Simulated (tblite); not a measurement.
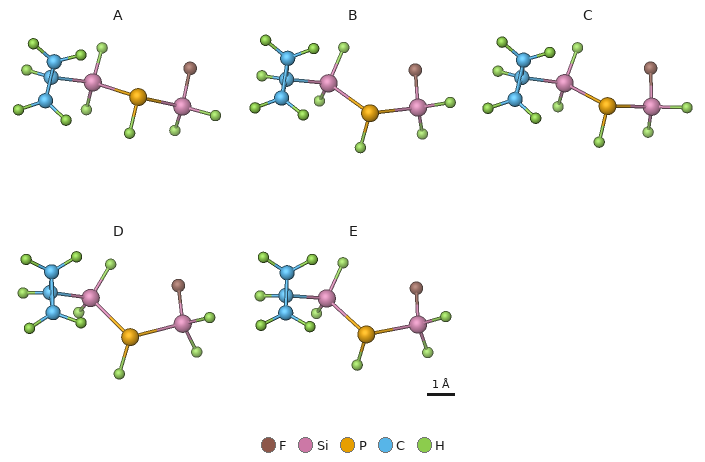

5 geometries from one relaxation of C₃H₁₀FPSi₂, in shuffled order. A ball-and-stick model, seen at a tilt.

Method: GFN2-xTB geometry optimisation, gas phase in tblite. 

Put them in the order of the run, from the start to the converged end.

Answer. D, E, B, C, A. They are steps 0, 27, 57, 75, 108, at +0.737 eV, +0.085 eV, +0.055 eV, +0.025 eV relative to the last. Over 108 geometry steps the energy falls by 0.737 eV. The largest move after the best rigid fit is that of an H atom, 1.33 Å. By element the largest moves are H 1.33 Å, P 1.07 Å, F 0.45 Å, C 0.35 Å, Si 0.09 Å. Near-neighbour distances that change, for instance: H–P 1.439 → 1.383 Å, F–Si 1.666 → 1.610 Å, C–H 1.126 → 1.081 Å, C–Si 1.855 → 1.885 Å. Bond angles that change, for instance: Si–P–H 113.5° → 94.3°, Si–P–H 111.9° → 96.9°, Si–C–C 113.1° → 120.7°. Groups turn about C–Si by about 40°.
